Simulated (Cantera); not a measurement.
Feed: 1 mol TiCl4, 0.9 mol CH4, a varied amount of H2, held at 1150 K and 67.0 mbar.

Method: chemical equilibrium by Gibbs-energy minimisation in Cantera with the NASA 1993 tables (ideal gas, pure condensed phases). Candidate condensed phases: C, C6H6, C7H8, C8H18, Ti, TiC, TiCl2, TiCl3, TiCl4; 96 gas species. TiC: taken at fixed stoichiometry. Kinetics and transport are ignored.

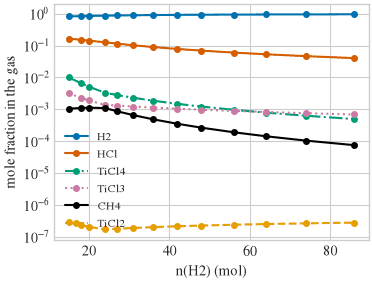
*Equilibrium gas composition (values under 1e-9 drawn at 1e-9)*

From 15 mol H2 to 20 mol H2 the condensed part is C(graphite) + TiC(s). From 24 mol H2 to 86 mol H2 the condensed part is TiC(s). The main Ti-bearing gas is TiCl4 at 15 mol H2 and TiCl3 at 86 mol H2. The share of Ti in condensed phases is highest at 86 mol H2 (89.3 %) and lowest at 15 mol H2 (75.5 %).
